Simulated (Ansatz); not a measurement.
# One shape, several levels: Si2H5O2 (SMILES O[Si](O)[SiH3])

Aim: a comparison of 6 runs (UHF/STO-3G, UHF/3-21G, USVWN5/3-21G, UB3LYP/6-31G*, UPBE0/def2-SVP, U-wB97X/6-311G**) of Si2H5O2. 

The results are computed with Ansatz 0.2.0.

### 1 The molecule

The species is Si2H5O2 (9 atoms), meant as a doublet with charge 0. SMILES: `O[Si](O)[SiH3]`. Geometry: relaxed at PBE0-D4/def2-TZVP. This is one conformer, not always the lowest.

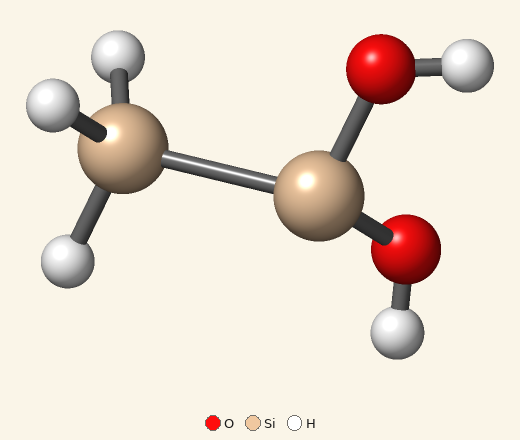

The structure, seen from a chosen angle (oxygen red, silicon light orange, hydrogen white).

### 2 Energy and forces at UHF/STO-3G (run 1)

Input file in.yaml:

```yaml
crystal:
  periodic: [false, false, false]
  atoms:
    - symbol: O
      position_ang: [-1.122100, 1.622400, -0.267400]
    - symbol: Si
      position_ang: [0.024100, 0.532200, -0.765800]
    - symbol: O
      position_ang: [1.473200, 1.273800, -0.525800]
    - symbol: Si
      position_ang: [0.064300, -1.456500, 0.512100]
    - symbol: H
      position_ang: [-2.020300, 1.474300, -0.569100]
    - symbol: H
      position_ang: [1.506200, 2.222300, -0.671000]
    - symbol: H
      position_ang: [-1.268600, -2.103300, 0.362600]
    - symbol: H
      position_ang: [1.095600, -2.365000, -0.054900]
    - symbol: H
      position_ang: [0.336100, -1.246500, 1.962200]
basis:
  gaussian: {orbitals: STO-3G}
magnetization: {spin_polarized: true, initial_magnetization: 1}
output: {forces: true, orbitals: {seedname: orbitals}}
hamiltonian: {xc: hf}
accuracy: high
```

Command:

```bash
$ ansatz run in.yaml --threads 1 --pin off --max-ram 2610MiB --events-out events.jsonl --progress --plain --runs-dir runs
```

The log of the run:

```text
Warning: RAYON_NUM_THREADS=1 ignored (pool sized by the plan → 1); use --threads N
Functional definition: HF
  name "HF"
  exchange = exact_x
  correlation = 0
661 factors; integrals over basis functions are off by at most 3.9e-9 eV
mean field evaluation 1: about -19637.6676 eV, gradient 1.9e1 eV
mean field evaluation 2: about -19637.7510 eV, gradient 1.9e1 eV
mean field evaluation 4: about -19640.5689 eV, gradient 1.5e0 eV
mean field evaluation 8: about -19640.6233 eV, gradient 3.3e-4 eV
mean field -19640.62120661 eV, -721.7795164516 hartree, gradient 1.4e-8 eV, S^2 0.755820; 0 other end points of the search recorded, 0 dependent functions left out
the calculation of the forces begins
reference -19640.62120661 eV, -721.7795164516 hartree; 25, 24 occupied and 8, 9 virtual orbitals, 661 factors
Total energy: -19640.62120661 eV, -721.7795164516 hartree
Atom 0 at    -1.122100     1.622400    -0.267400 Å, force     1.160725     1.343074     1.237615 eV/Å
Atom 1 at     0.024100     0.532200    -0.765800 Å, force    -0.650044    -2.137879    -0.305799 eV/Å
Atom 2 at     1.473200     1.273800    -0.525800 Å, force     1.173112    -1.108759     0.755905 eV/Å
Atom 3 at     0.064300    -1.456500     0.512100 Å, force    -0.127287     0.070116    -0.081775 eV/Å
Atom 4 at    -2.020300     1.474300    -0.569100 Å, force    -1.145505    -0.679301    -0.677981 eV/Å
Atom 5 at     1.506200     2.222300    -0.671000 Å, force    -0.478280     1.351125    -0.321501 eV/Å
Atom 6 at    -1.268600    -2.103300     0.362600 Å, force     1.585798     0.584576     0.291766 eV/Å
Atom 7 at     1.095600    -2.365000    -0.054900 Å, force    -1.202708     0.915808     0.755646 eV/Å
Atom 8 at     0.336100    -1.246500     1.962200 Å, force    -0.315811    -0.338761    -1.653876 eV/Å
Dipole moment:    -0.295250     0.024478    -0.346388 e Å
```

Wall time 0.44 s (1 thread of AMD EPYC 9R45 (Zen 5), shared host); peak memory 0.12 GiB.

### 3 Energy and gradient at UHF/3-21G (run 2)

Input file run.yaml:

```yaml
crystal:
  periodic: [false, false, false]
  atoms:
    - {symbol: O, position_ang: [-1.122100, 1.622400, -0.267400]}
    - {symbol: Si, position_ang: [0.024100, 0.532200, -0.765800]}
    - {symbol: O, position_ang: [1.473200, 1.273800, -0.525800]}
    - {symbol: Si, position_ang: [0.064300, -1.456500, 0.512100]}
    - {symbol: H, position_ang: [-2.020300, 1.474300, -0.569100]}
    - {symbol: H, position_ang: [1.506200, 2.222300, -0.671000]}
    - {symbol: H, position_ang: [-1.268600, -2.103300, 0.362600]}
    - {symbol: H, position_ang: [1.095600, -2.365000, -0.054900]}
    - {symbol: H, position_ang: [0.336100, -1.246500, 1.962200]}
basis:
  gaussian:
    orbitals: 3-21G.json
magnetization:
  spin_polarized: true
  initial_magnetization: 1
hamiltonian:
  xc: hf
accuracy: high
output: {forces: true, orbitals: {seedname: orbitals}}
```

The basis set 3-21G is read from a file made from the Basis Set Exchange's data (not shown).

Command:

```bash
$ ansatz run run.yaml --threads 1 --pin off --max-ram 2610MiB --events-out events.jsonl --progress --plain --runs-dir runs
```

The log of the run, cut to the lines that bear on the results:

```text
Warning: RAYON_NUM_THREADS=1 ignored (pool sized by the plan → 1); use --threads N
[... 2 set-up lines as earlier in the session ...]
[...]
1210 factors; integrals over basis functions are off by at most 7.9e-9 eV
[...]
mean field -19772.31147800 eV, -726.6190446623 hartree, gradient 4.4e-8 eV, S^2 0.756970; 0 other end points of the search recorded, 0 dependent functions left out
[...]
reference -19772.31147800 eV, -726.6190446623 hartree; 25, 24 occupied and 29, 30 virtual orbitals, 1210 factors
Total energy: -19772.31147800 eV, -726.6190446623 hartree
Atom 0 at    -1.122100     1.622400    -0.267400 Å, force    -0.682475     0.387556     0.066486 eV/Å
Atom 1 at     0.024100     0.532200    -0.765800 Å, force    -0.060844    -1.438847    -0.342405 eV/Å
Atom 2 at     1.473200     1.273800    -0.525800 Å, force     0.688184     0.604578    -0.046135 eV/Å
Atom 3 at     0.064300    -1.456500     0.512100 Å, force     0.007217    -0.273316     0.128106 eV/Å
Atom 4 at    -2.020300     1.474300    -0.569100 Å, force    -0.413791     0.338723     0.124796 eV/Å
Atom 5 at     1.506200     2.222300    -0.671000 Å, force     0.503148     0.345478     0.115180 eV/Å
Atom 6 at    -1.268600    -2.103300     0.362600 Å, force    -0.014954    -0.029752     0.006040 eV/Å
Atom 7 at     1.095600    -2.365000    -0.054900 Å, force    -0.015008     0.021668    -0.015694 eV/Å
Atom 8 at     0.336100    -1.246500     1.962200 Å, force    -0.011477     0.043912    -0.036373 eV/Å
Dipole moment:    -0.392561     0.132931    -0.365569 e Å
```

Wall time 0.72 s (1 thread of AMD EPYC 9R45 (Zen 5), shared host); peak memory 0.17 GiB.

Run 3 isn't shown in full; the table further down has it.

### 4 Energy and gradient at UB3LYP/6-31G(d) (spherical functions) (run 4)

Input file run.yaml:

```yaml
basis:
  gaussian:
    orbitals: 6-31G_st_-spherical.json
crystal:
  periodic: [false, false, false]
  atoms:
    - symbol: O
      position_ang: [-1.122100, 1.622400, -0.267400]
    - symbol: Si
      position_ang: [0.024100, 0.532200, -0.765800]
    - symbol: O
      position_ang: [1.473200, 1.273800, -0.525800]
    - symbol: Si
      position_ang: [0.064300, -1.456500, 0.512100]
    - symbol: H
      position_ang: [-2.020300, 1.474300, -0.569100]
    - symbol: H
      position_ang: [1.506200, 2.222300, -0.671000]
    - symbol: H
      position_ang: [-1.268600, -2.103300, 0.362600]
    - symbol: H
      position_ang: [1.095600, -2.365000, -0.054900]
    - symbol: H
      position_ang: [0.336100, -1.246500, 1.962200]
magnetization:
  spin_polarized: true
  initial_magnetization: 1
hamiltonian:
  xc: {name: B3LYP}
accuracy: high
output:
  forces: true
  orbitals: {seedname: orbitals}
```

The basis set 6-31G* is read from a file made from the Basis Set Exchange's data (not shown).

Command:

```bash
$ ansatz run run.yaml --threads 1 --pin off --max-ram 2610MiB --events-out events.jsonl --progress --plain --runs-dir runs
```

The log of the run, cut to the lines that bear on the results:

```text
Warning: RAYON_NUM_THREADS=1 ignored (pool sized by the plan → 1); use --threads N
Functional definition: B3LYP
  name "B3LYP"
[...]
1647 factors; integrals over basis functions are off by at most 5.0e-9 eV
[...]
mean field -19931.14124581 eV, -732.4559309707 hartree, gradient 5.2e-8 eV, S^2 0.752415; 0 other end points of the search recorded, 0 dependent functions left out
[...]
reference -19931.14128826 eV, -732.4559325308 hartree; 25, 24 occupied and 49, 50 virtual orbitals, 1647 factors
Total energy: -19931.14128826 eV, -732.4559325308 hartree
Atom 0 at    -1.122100     1.622400    -0.267400 Å, force    -0.064740     0.530419     0.382373 eV/Å
Atom 1 at     0.024100     0.532200    -0.765800 Å, force    -0.192814    -0.631418    -0.435853 eV/Å
Atom 2 at     1.473200     1.273800    -0.525800 Å, force     0.634697    -0.145280     0.184668 eV/Å
Atom 3 at     0.064300    -1.456500     0.512100 Å, force     0.033876     0.008065     0.014143 eV/Å
Atom 4 at    -2.020300     1.474300    -0.569100 Å, force    -0.402778    -0.081159    -0.156585 eV/Å
Atom 5 at     1.506200     2.222300    -0.671000 Å, force     0.004077     0.438796    -0.065983 eV/Å
Atom 6 at    -1.268600    -2.103300     0.362600 Å, force    -0.024740    -0.037967     0.018306 eV/Å
Atom 7 at     1.095600    -2.365000    -0.054900 Å, force     0.015568    -0.047259     0.015984 eV/Å
Atom 8 at     0.336100    -1.246500     1.962200 Å, force    -0.003143    -0.034196     0.042946 eV/Å
Dipole moment:    -0.300289     0.208560    -0.187634 e Å
```

Wall time 5.7 s (1 thread of AMD EPYC 9R45 (Zen 5), shared host); peak memory 0.37 GiB.

Run 5 isn't shown in full; the table further down has it.

### 5 Energy and forces at U-wB97X/6-311G(d,p) (run 6)

Edit run.yaml of step 4 so:

```diff
@@ -1,4 +1 @@
-basis:
-  gaussian:
-    orbitals: 6-31G_st_-spherical.json
 crystal:
@@ -24,2 +21,5 @@
       position_ang: [0.336100, -1.246500, 1.962200]
+basis:
+  gaussian:
+    orbitals: 6-311G_st__st_-spherical.json
 magnetization:
@@ -28,6 +28,4 @@
 hamiltonian:
-  xc: {name: B3LYP}
+  xc: {name: wB97X}
 accuracy: high
-output:
-  forces: true
-  orbitals: {seedname: orbitals}
+output: {forces: true, orbitals: {seedname: orbitals}}
```

The basis set 6-311G** is read from a file made from the Basis Set Exchange's data (not shown).

Command:

```bash
$ ansatz run run.yaml --threads 1 --pin off --max-ram 2610MiB --events-out events.jsonl --progress --plain --runs-dir runs
```

The log of the run:

```text
Warning: RAYON_NUM_THREADS=1 ignored (pool sized by the plan → 1); use --threads N
[... 30 lines left out ...]
Total energy: -19931.72838447 eV, -732.4775079186 hartree
[... 9 lines left out ...]
Dipole moment:    -0.311315     0.162355    -0.207840 e Å
```

Run time: 26 s. Hardware: 1 thread of AMD EPYC 9R45 (Zen 5), shared host; peak memory 1.1 GiB.

### 6 Overview of the runs

| run | level | energy (Eh) | dipole moment (D) | HOMO energy (eV) | LUMO energy (eV) | wall time |
| --- | --- | --- | --- | --- | --- | --- |
| 1 | UHF/STO-3G | -721.779516 | 2.19 | -4.89 | 5.97 | 0.44 s |
| 2 | UHF/3-21G | -726.619045 | 2.65 | -7.91 | 1.30 | 0.72 s |
| 3 | USVWN5/3-21G | -725.118709 | 2.37 | -3.77 | -3.00 | 1.5 s |
| 4 | UB3LYP/6-31G* (spherical functions) | -732.455933 | 1.97 | -4.88 | -2.17 | 5.7 s |
| 5 | UPBE0/def2-SVP | -731.759368 | 1.97 | -5.24 | -1.91 | 6 s |
| 6 | U-wB97X/6-311G** | -732.477508 | 1.96 | -7.44 | -0.28 | 26 s |

### 7 Outcome

| quantity | value |
| --- | --- |
| run 6: total energy | -732.47751 Eh |
| run 6: dipole moment | 1.96 D |
| run 6: HOMO energy (highest over α and β) | -7.44 eV |
| run 6: LUMO energy (lowest over α and β) | -0.28 eV |
| run 6: ⟨S²⟩ | 0.754 |
| run 6: largest force on an atom | 0.500 eV/Å |

What this shows: The dipole moment (its size) runs from 1.96 D (U-wB97X/6-311G**) to 2.65 D (UHF/3-21G). The two ends differ in method and basis. Totals of different functionals can't be ranked against each other. In run 1 the basis is minimal, so the values are rough. All runs together took 40 s, the longest 26 s.
